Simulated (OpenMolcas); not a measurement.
Relativistic diatomic calculation for ClAl (part 2 of 2)

The same run, continued: ClAl. Method: SA-CASSCF(8,7)/XMS-CASPT2 + RASSI spin-orbit (X2C scalar, AMFI), ANO-RCC-VTZP (OpenMolcas).

## Output (extracts), continued
```
++ Dipole transition strengths (spin-free states):
     for osc. strength at least  1.00000000E-05
      From   To        Osc. strength     Einstein coefficients Ax, Ay, Az (sec-1)    Total A (sec-1)
         1    7       1.89827154E-01  2.01538327E+08  2.88989927E+06  0.00000000E+00  2.04428227E+08
         1    8       1.89827159E-01  2.88989935E+06  2.01538333E+08  0.00000000E+00  2.04428232E+08
         5    9       8.87910269E-03  1.36675690E+06  6.61054242E+05  0.00000000E+00  2.02781114E+06
         5   10       2.36238689E-03  7.44397975E+05  3.60151949E+05  0.00000000E+00  1.10454992E+06
         5   11       1.42971219E-03  2.13676748E+05  5.35926967E+05  0.00000000E+00  7.49603715E+05
         5   12       1.43035338E-03  5.36648332E+05  2.13964447E+05  0.00000000E+00  7.50612779E+05
         5   13       1.25836942E-05  2.38257491E+03  4.77911249E+03  0.00000000E+00  7.16168740E+03
         6    9       8.87910271E-03  6.61054270E+05  1.36675688E+06  0.00000000E+00  2.02781115E+06
         6   10       2.36238652E-03  3.60151981E+05  7.44397770E+05  0.00000000E+00  1.10454975E+06
         6   11       1.42971236E-03  5.35926916E+05  2.13676890E+05  0.00000000E+00  7.49603805E+05
         6   12       1.43035333E-03  2.13964440E+05  5.36648314E+05  0.00000000E+00  7.50612754E+05
         6   13       1.25836774E-05  4.77910192E+03  2.38257593E+03  0.00000000E+00  7.16167785E+03
         7    2       1.78246253E-04  2.30149626E+03  2.07432401E+04  0.00000000E+00  2.30447363E+04
         7    3       1.78617269E-04  2.08730435E+04  2.31590324E+03  0.00000000E+00  2.31889468E+04
         7    4       1.34561804E-03  2.63101157E+03  1.83038104E+05  0.00000000E+00  1.85669115E+05
         8    2       1.78246328E-04  2.07432492E+04  2.30149679E+03  0.00000000E+00  2.30447460E+04
         8    3       1.78617263E-04  2.31589823E+03  2.08730478E+04  0.00000000E+00  2.31889460E+04
         8    4       1.34561798E-03  1.83038099E+05  2.63100919E+03  0.00000000E+00  1.85669108E+05
         9   10       3.25594094E-04  0.00000000E+00  0.00000000E+00  1.38021341E+04  1.38021341E+04
 Electric-quadrupole - electric-quadrupole not included
 Electric-dipole - electric-octupole not included
 Electric-dipole - magnetic-quadrupole not included
   Eigenvalues of complex Hamiltonian:
  (Shifted by EMIN (a.u.) =       -703.7858340659)
 SO State       Relative EMIN(au)   Rel lowest level(eV)    D:o, cm**(-1)      Omega
     1            -0.0000031916        0.0000000000              0.0000         0.0
     2             0.1165727249        3.1721922932          25585.4563         0.0
     3             0.1165753502        3.1722637288          25586.0325         0.0
     4             0.1168049623        3.1785117938          25636.4265         1.0
     5             0.1168049623        3.1785117938          25636.4265         1.0
     6             0.1170381578        3.1848573668          25687.6070         2.0
     7             0.1170381596        3.1848574151          25687.6074         2.0
     8             0.1830566849        4.9813130067          40176.9989         1.0
     9             0.1830566849        4.9813130067          40176.9989         1.0
    10             0.2011174081        5.4727703215          44140.8695         0.0
    11             0.2011180473        5.4727877154          44141.0098         1.0
    12             0.2011180473        5.4727877154          44141.0098         1.0
    13             0.2372851960        6.4569459673          52078.7814         1.0
    14             0.2372851960        6.4569459673          52078.7814         1.0
    15             0.2373479172        6.4586526975          52092.5471         0.0
    16             0.2435293398        6.6268577764          53449.2126         3.0
    17             0.2435293398        6.6268577764          53449.2126         3.0
    18             0.2438211871        6.6347993460          53513.2656         2.0
    19             0.2438716117        6.6361714694          53524.3326         2.0
    20             0.2456423077        6.6843545626          53912.9554         1.0
    21             0.2456423077        6.6843545626          53912.9554         1.0
    22             0.2472625123        6.7284425758          54268.5492         2.0
    23             0.2473659396        6.7312569767          54291.2489         2.0
    24             0.2487055061        6.7677084368          54585.2498         0.0
    25             0.2499030728        6.8002958869          54848.0853         0.0
    26             0.2500669306        6.8047546845          54884.0479         1.0
    27             0.2500669306        6.8047546845          54884.0479         1.0
 Weights of the five most important spin-orbit-free states for each spin-orbit state.
 SO State  Total energy (au)           Spin-free states, spin, and weights
    1        -0.000003       1 0.0  1.0000   13 1.0  0.0000    5 1.0  0.0000    6 1.0  0.0000   10 1.0  0.0000
    2         0.116573       5 1.0  0.5000    6 1.0  0.5000   10 1.0  0.0000    4 0.0  0.0000    9 1.0  0.0000
    3         0.116575       5 1.0  0.5000    6 1.0  0.5000   13 1.0  0.0000    1 0.0  0.0000   10 1.0  0.0000
    4         0.116805       6 1.0  1.0000    7 0.0  0.0000   10 1.0  0.0000   13 1.0  0.0000   11 1.0  0.0000
    5         0.116805       5 1.0  1.0000    8 0.0  0.0000   10 1.0  0.0000   13 1.0  0.0000   11 1.0  0.0000
    6         0.117038       6 1.0  0.5000    5 1.0  0.5000    2 0.0  0.0000   11 1.0  0.0000   12 1.0  0.0000
    7         0.117038       6 1.0  0.5000    5 1.0  0.5000    3 0.0  0.0000   12 1.0  0.0000   11 1.0  0.0000
    8         0.183057       8 0.0  0.9996   10 1.0  0.0001   11 1.0  0.0001   12 1.0  0.0001   13 1.0  0.0001
    9         0.183057       7 0.0  0.9996   10 1.0  0.0001   11 1.0  0.0001   12 1.0  0.0001   13 1.0  0.0001
   10         0.201117       9 1.0  1.0000    4 0.0  0.0000    6 1.0  0.0000    5 1.0  0.0000   10 1.0  0.0000
   11         0.201118       9 1.0  0.9999    7 0.0  0.0000    8 0.0  0.0000   13 1.0  0.0000   11 1.0  0.0000
   12         0.201118       9 1.0  0.9999    7 0.0  0.0000    8 0.0  0.0000   13 1.0  0.0000   11 1.0  0.0000
   13         0.237285      10 1.0  0.9873   13 1.0  0.0127    8 0.0  0.0001    7 0.0  0.0000    5 1.0  0.0000
   14         0.237285      10 1.0  0.9873   13 1.0  0.0127    7 0.0  0.0001    8 0.0  0.0000    6 1.0  0.0000
   15         0.237348      10 1.0  0.9917    4 0.0  0.0083    5 1.0  0.0000    6 1.0  0.0000    9 1.0  0.0000
   16         0.243529      11 1.0  0.5136   12 1.0  0.4864    8 0.0  0.0000    7 0.0  0.0000    6 1.0  0.0000
   17         0.243529      11 1.0  0.5136   12 1.0  0.4864    8 0.0  0.0000    7 0.0  0.0000    6 1.0  0.0000
   18         0.243821      11 1.0  0.7240    2 0.0  0.1579   12 1.0  0.0633    3 0.0  0.0547    6 1.0  0.0000
   19         0.243872      12 1.0  0.7212    3 0.0  0.1507   11 1.0  0.0674    2 0.0  0.0607    5 1.0  0.0000
   20         0.245642      12 1.0  0.5135   11 1.0  0.4864    8 0.0  0.0002    5 1.0  0.0000    6 1.0  0.0000
   21         0.245642      12 1.0  0.5135   11 1.0  0.4864    7 0.0  0.0002    6 1.0  0.0000    5 1.0  0.0000
   22         0.247263       2 0.0  0.7788   12 1.0  0.1103   11 1.0  0.1080    3 0.0  0.0029    6 1.0  0.0000
   23         0.247366       3 0.0  0.7918   12 1.0  0.1052   11 1.0  0.1005    2 0.0  0.0025    6 1.0  0.0000
   24         0.248706       4 0.0  0.9917   10 1.0  0.0083    5 1.0  0.0000    6 1.0  0.0000    9 1.0  0.0000
   25         0.249903      13 1.0  1.0000    1 0.0  0.0000    5 1.0  0.0000    6 1.0  0.0000    4 0.0  0.0000
   26         0.250067      13 1.0  0.9873   10 1.0  0.0126    7 0.0  0.0000    8 0.0  0.0000    9 1.0  0.0000
   27         0.250067      13 1.0  0.9873   10 1.0  0.0126    7 0.0  0.0000    8 0.0  0.0000    9 1.0  0.0000
++ Dipole transition strengths (SO states):
        for osc. strength at least   1.00000000E-05
      From   To        Osc. strength     Einstein coefficients Ax, Ay, Az (sec-1)    Total A (sec-1)
         1    8       1.89729353E-01  2.88804612E+06  2.01394724E+08  0.00000000E+00  2.04282770E+08
         1    9       1.89729347E-01  2.01394718E+08  2.88804605E+06  0.00000000E+00  2.04282764E+08
         1   11       1.35112158E-05  8.77993265E+03  8.77993284E+03  0.00000000E+00  1.75598655E+04
         1   12       1.35112158E-05  8.77993283E+03  8.77993266E+03  0.00000000E+00  1.75598655E+04
         1   13       1.93715116E-05  4.42245939E+02  3.46028590E+04  0.00000000E+00  3.50451050E+04
         1   14       1.93715163E-05  3.46028672E+04  4.42246100E+02  0.00000000E+00  3.50451133E+04
         1   20       4.04121896E-05  4.03852470E+01  7.83099552E+04  0.00000000E+00  7.83503404E+04
         1   21       4.04121818E-05  7.83099401E+04  4.03852501E+01  0.00000000E+00  7.83503254E+04
         1   26       2.27074805E-05  2.28125308E+04  2.28125289E+04  0.00000000E+00  4.56250597E+04
         1   27       2.27074805E-05  2.28125309E+04  2.28125288E+04  0.00000000E+00  4.56250597E+04
         2   11       4.45031720E-03  5.11035456E+05  5.11035433E+05  0.00000000E+00  1.02207089E+06
         2   12       4.45031720E-03  5.11035446E+05  5.11035443E+05  0.00000000E+00  1.02207089E+06
         2   13       1.18957161E-03  5.50040623E+05  6.89596863E+03  0.00000000E+00  5.56936592E+05
         2   14       1.18957141E-03  6.89597537E+03  5.50040524E+05  0.00000000E+00  5.56936499E+05
         2   20       1.44282666E-03  7.71879486E+05  3.97074252E+02  0.00000000E+00  7.72276561E+05
         2   21       1.44282683E-03  3.97076561E+02  7.71879574E+05  0.00000000E+00  7.72276651E+05
         3   11       4.45029098E-03  5.11000699E+05  5.11000697E+05  0.00000000E+00  1.02200140E+06
         3   12       4.45029098E-03  5.11000709E+05  5.11000686E+05  0.00000000E+00  1.02200140E+06
         3   13       1.18636845E-03  6.87694392E+03  5.48535830E+05  0.00000000E+00  5.55412774E+05
         3   14       1.18636865E-03  5.48535929E+05  6.87693721E+03  0.00000000E+00  5.55412866E+05
         3   20       1.44645040E-03  3.97972730E+02  7.73786711E+05  0.00000000E+00  7.74184684E+05
         3   21       1.44645023E-03  7.73786623E+05  3.97970422E+02  0.00000000E+00  7.74184593E+05
         4   10       8.87884995E-03  6.61081981E+05  1.36683875E+06  0.00000000E+00  2.02792073E+06
         4   15       2.34171340E-03  3.56469790E+05  7.36802374E+05  0.00000000E+00  1.09327216E+06
         4   18       1.12117296E-03  2.52667988E+05  3.28500286E+05  0.00000000E+00  5.81168273E+05
         4   19       1.12331195E-03  3.34628424E+05  2.48111027E+05  0.00000000E+00  5.82739450E+05
         4   22       3.16822217E-04  8.02942741E+03  1.65217264E+05  0.00000000E+00  1.73246691E+05
         4   23       2.98702072E-04  1.54833047E+05  8.76416687E+03  0.00000000E+00  1.63597214E+05
         4   24       2.12189308E-05  3.87470243E+03  7.98646811E+03  0.00000000E+00  1.18611705E+04
         4   25       1.25600283E-05  4.76389616E+03  2.38510355E+03  0.00000000E+00  7.14899972E+03
         5   10       8.87884993E-03  1.36683877E+06  6.61081954E+05  0.00000000E+00  2.02792073E+06
         5   15       2.34171377E-03  7.36802579E+05  3.56469756E+05  0.00000000E+00  1.09327234E+06
         5   18       1.12117272E-03  3.28500132E+05  2.52668021E+05  0.00000000E+00  5.81168153E+05
         5   19       1.12331210E-03  2.48111081E+05  3.34628447E+05  0.00000000E+00  5.82739528E+05
         5   22       3.16822158E-04  1.65217230E+05  8.02942842E+03  0.00000000E+00  1.73246659E+05
         5   23       2.98702070E-04  8.76417188E+03  1.54833041E+05  0.00000000E+00  1.63597213E+05
         5   24       2.12189544E-05  7.98647293E+03  3.87471085E+03  0.00000000E+00  1.18611838E+04
         5   25       1.25600456E-05  2.38510210E+03  4.76390749E+03  0.00000000E+00  7.14900960E+03
         6   11       4.42784534E-03  5.02872174E+05  5.02872152E+05  0.00000000E+00  1.00574433E+06
         6   12       4.42784104E-03  5.02871675E+05  5.02871673E+05  0.00000000E+00  1.00574335E+06
         6   13       1.14655746E-03  4.60897135E+05  7.17694839E+04  0.00000000E+00  5.32666619E+05
         6   14       1.14655719E-03  7.17694848E+04  4.60897012E+05  0.00000000E+00  5.32666496E+05
         6   16       1.41540606E-03  3.63816517E+05  3.63816562E+05  0.00000000E+00  7.27633079E+05
         6   17       1.41540468E-03  3.63816163E+05  3.63816208E+05  0.00000000E+00  7.27632371E+05
         6   22       1.13977082E-05  0.00000000E+00  0.00000000E+00  6.21030377E+03  6.21030377E+03
         6   26       3.96110353E-05  1.12612891E+04  1.12612965E+04  0.00000000E+00  2.25225856E+04
         6   27       3.9610996
```

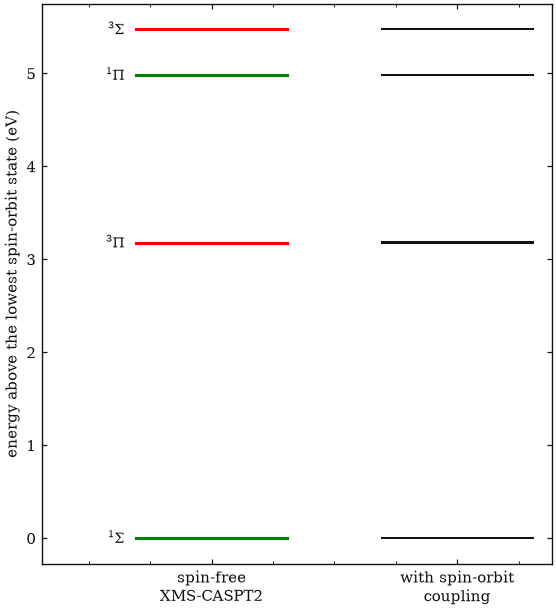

*States up to 5.9 eV at 2.189 Å, without spin-orbit coupling (left, a colour for each spin multiplicity) and with it (right, where close levels merge).*

The spin-free states run ¹Σ (0.00 eV), ³Π (3.18 eV), ¹Π (4.98 eV), ³Σ (5.47 eV) from the lowest. The lowest spin-orbit levels have |Ω| = 0 (0 cm⁻¹), 0 (25,585 cm⁻¹), 1 (25,636 cm⁻¹), 2 (25,688 cm⁻¹), 1 (40,177 cm⁻¹).

## Summary

| quantity | value |
| --- | --- |
| outcome | converged; components of a degenerate state are split by 29 cm⁻¹ |
| lowest spin-free state | ¹Σ |
| lowest spin-orbit level | Ω = 0, −703.78584 hartree |
| next level | Ω = 0, 25,585 cm⁻¹ |
| hardware | 1 thread of Arm Neoverse V2, 24 GiB of memory available, shared host |
| wall time | 20 s |

## Remarks

To bear in mind: the two components of ¹Δ at 6.71 eV, degenerate in CASSCF as they must be, are split by 29 cm⁻¹ in XMS-CASPT2, an artefact that passes into its spin-orbit levels.
